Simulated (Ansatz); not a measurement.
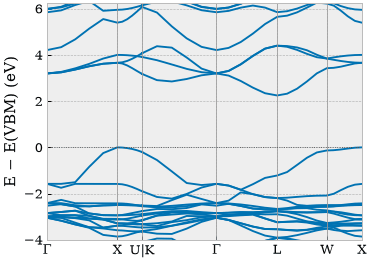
Fig. 1. Band structure from HSE06 in the plane-wave PAW code Ansatz

**Question.** Read off the gap and where the band edges lie.

**Answer.** About 2.2 eV (2.25 eV among the points solved); maximum at X, minimum at L.

**Question.** Which of these materials gives this?
A. Ba2H6Os, Fm-3m (Ba on 8c, H on 24e, Os on 4a)
B. NaTl2MoF6, Fm-3m (Na on 4b, Tl on 8c, Mo on 4a, F on 24e)
C. ScTaPb2O6, Fm-3m (Sc on 4a, Ta on 4b, Pb on 8c, O on 24e)
D. Rb2AgSbCl6, Fm-3m (Rb on 8c, Ag on 4b, Sb on 4a, Cl on 24e)

**Answer.** D, Rb2AgSbCl6, Fm-3m (Rb on 8c, Ag on 4b, Sb on 4a, Cl on 24e)

The first step of the workflow began from a Materials Project structure, measured or hypothetical; the Crystallography Open Database copy checked does not list it. Whether it is the stable phase at ambient conditions was not checked. The cell was relaxed with HSE06 under the symmetry of its start; whether a distortion lowers the energy is not shown. No spin polarisation was allowed. The hybrid was solved on a coarse mesh, the path and, where they were found, the r²SCAN edge points; its band edges are the extreme levels among these. Spin–orbit coupling is left out wherever it is not named.

Potentials: the later of the program's two PAW sets.
